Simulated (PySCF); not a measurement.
# Excited-state calculation of C$_{7}$H$_{9}$FSi

C$_{7}$H$_{9}$FSi, SMILES Fc1cccc(C[SiH3])c1, computed with TDDFT wB97X-D/def2-SVPD, vertical, gas phase, core orbitals frozen in the response (PySCF 2.14.0).

The geometry comes from this level: PBE0-D3(BJ)/def2-SVP. It belongs to a series of runs on one base structure; here: H on C replaced by CH2SiH3.

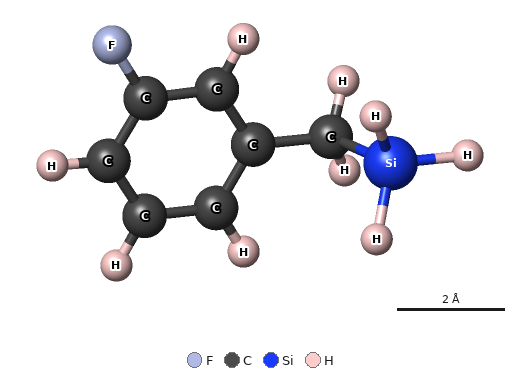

**Figure 1.** The input geometry (ball-and-stick view, seen at a tilt). Bond lengths as drawn: C–C 1.39 to 1.50 Å, C–F 1.33 Å, C–H 1.09 to 1.10 Å, C–Si 1.90 Å and H–Si 1.49 to 1.50 Å.

Results in brief

- outcome: converged
- total energy: −661.022381 hartree
- HOMO: −8.76 eV
- LUMO: 1.13 eV
- dipole moment: 1.72 D
- mean polarisability: 108.89 a.u.
- vertical ionisation energy: 8.81 eV
- lowest singlet excitation: 5.30 eV
- hardware: 1 CPU thread, shared host
- wall time: 12 min
- peak memory: 1.2 GiB

Input file
```
{"job": {"kind": "uv", "xc": "wB97X-D", "basis": "def2-SVPD", "ip": true, "dynamic": true}, "charge": 0, "multiplicity": 1}
F      2.484683     0.203030     2.403539
C      1.885109     0.209325     1.212973
C      2.495941     0.863721     0.150516
C      1.851114     0.854241    -1.084438
C      0.629338     0.204834    -1.245212
C      0.022628    -0.456395    -0.168521
C     -1.314473    -1.118520    -0.324098
Si    -2.730876     0.052532     0.145919
C      0.667928    -0.444024     1.074371
H      3.454413     1.362517     0.302199
H      2.312288     1.360371    -1.935833
H      0.137151     0.206774    -2.220938
H     -1.472330    -1.445430    -1.364080
H     -1.389632    -2.015316     0.311711
H     -2.587562     0.469784     1.573475
H     -2.694067     1.267345    -0.723001
H     -4.048823    -0.633332    -0.030414
H      0.235072    -0.942050     1.944842
```

The first line tells a small driver script what to run in PySCF; the rest is the geometry in Å.

Command:
```bash
OMP_NUM_THREADS=1 python <driver script> task.json out
```

The program's output
```
coarse grid: 15896 points
cycle   1  E = -660.8766911817  dE =  1.468e+00  |g| = 4.798e-01  |ddm| = 9.219e+00
cycle   2  E = -660.8946938814  dE = -1.800e-02  |g| = 4.546e-01  |ddm| = 1.834e+00
cycle   3  E = -660.9291820945  dE = -3.449e-02  |g| = 6.229e-02  |ddm| = 8.202e-01
cycle   4  E = -660.9299397790  dE = -7.577e-04  |g| = 2.593e-02  |ddm| = 2.408e-01
cycle   5  E = -660.9301030948  dE = -1.633e-04  |g| = 5.151e-03  |ddm| = 1.062e-01
cycle   6  E = -660.9301097996  dE = -6.705e-06  |g| = 1.239e-03  |ddm| = 2.601e-02
final grid: 150336 points
cycle   7  E = -661.0223721723  dE = -1.218e-04  |g| = 6.230e-03  |ddm| = 3.557e-01
cycle   8  E = -661.0223736798  dE = -1.507e-06  |g| = 6.489e-03  |ddm| = 4.389e-02
cycle   9  E = -661.0223804460  dE = -6.766e-06  |g| = 5.180e-04  |ddm| = 9.082e-03
cycle  10  E = -661.0223805285  dE = -8.246e-08  |g| = 3.161e-04  |ddm| = 3.906e-03
cycle  11  E = -661.0223805520  dE = -2.352e-08  |g| = 5.539e-05  |ddm| = 1.488e-03
cycle  12  E = -661.0223805537  dE = -1.700e-09  |g| = 2.443e-05  |ddm| = 3.681e-04
cycle  13  E = -661.0223805540  dE = -3.174e-10  |g| = 1.259e-05  |ddm| = 1.247e-04
```

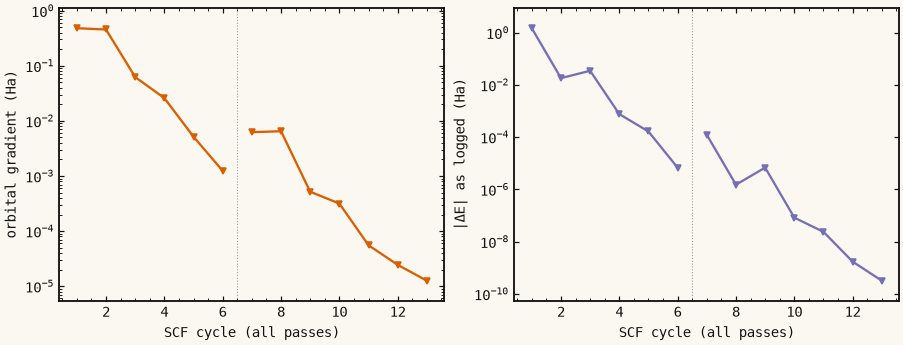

**Figure 2.** Convergence of the self-consistent field: orbital gradient and size of the energy change against the SCF cycle. The dotted line marks the change from a coarse to the final integration grid. The first 6 cycles use a coarse grid, the final grid takes over at cycle 7, and the field converges after 13 cycles in all.

```
converged SCF energy = -661.0223805540

Static polarisability (au): isotropic 108.888, principal 79.134 108.949 138.582

Singlet excitations
state   eV       nm        f      main configurations
  1   5.2973    234.1   0.01705   H->L 0.47, H-1->L+1 0.19, H->L+1 0.17
  2   5.9584    208.1   0.08325   H->L+1 0.36, H-1->L 0.30, H->L 0.27
  3   6.7874    182.7   0.40155   H-1->L 0.50, H->L+1 0.42
  4   6.8627    180.7   0.77265   H-1->L+1 0.68, H->L 0.23
  5   7.0254    176.5   0.00694   H->L+2 0.74, H->L+4 0.08
  6   7.4267    166.9   0.00303   H-1->L+2 0.63, H-1->L+4 0.11
  7   7.6033    163.1   0.00643   H->L+5 0.64, H->L+3 0.09
  8   7.7701    159.6   0.00424   H->L+4 0.70
  9   7.9118    156.7   0.01577   H-2->L 0.40, H-5->L 0.35
 10   7.9477    156.0   0.00323   H-1->L+5 0.36, H->L+3 0.13, H->L+7 0.10

Triplet excitations (Tamm-Dancoff, eV): 4.1166 4.6007 4.7655 5.2649
Vertical ionisation energy (delta-SCF) = 8.8071 eV
```

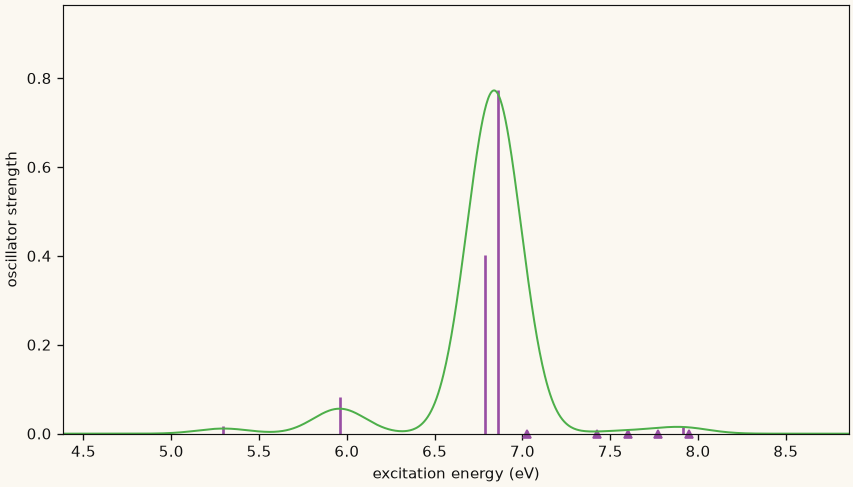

**Figure 3.** Computed excitations as sticks (degenerate states added up, dark ones marked on the axis), with a Gaussian envelope of 0.35 eV full width at half maximum, scaled to the tallest. Of the 10 states the lowest lies at 5.30 eV (f = 0.017); the strongest line is at 6.86 eV, or 181 nm (f = 0.773).

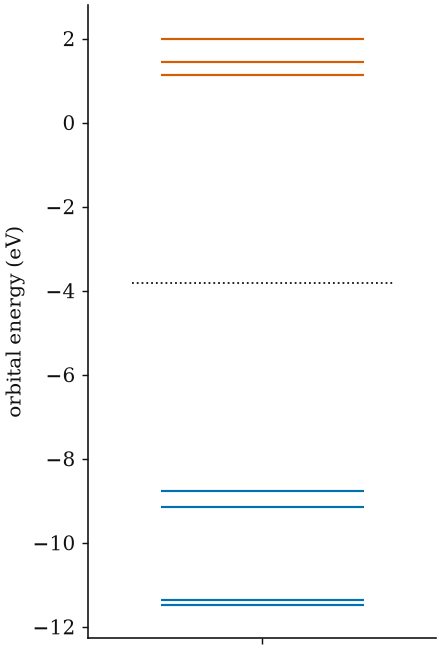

**Figure 4.** Orbital energies near the frontier; the dotted line parts filled from empty levels, and levels within 0.02 eV of each other stand side by side. Highest filled −8.76 eV, lowest empty 1.13 eV, 9.89 eV apart.
